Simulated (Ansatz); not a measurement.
Take BP in the zinc blende structure (space group F-43m, No. 216; a = 4.548 Å) as the base.

Modification: an isotropic linear strain of −2.50 %, atoms relaxed at fixed cell.

Calculations: Ansatz (a quantum-chemistry and plane-wave program) PBE, no spin-orbit coupling.

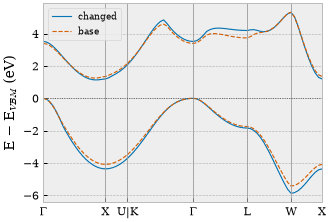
Figure. Highest valence and lowest conduction band along the path, each from its own valence-band maximum

The gap is 1.14 eV, indirect, Γ → Γ–X (84 % along); the base has 1.25 eV.

Gaps are Kohn–Sham eigenvalue differences; semilocal functionals usually give less than the measured gap. Stability against distortions was not tested.
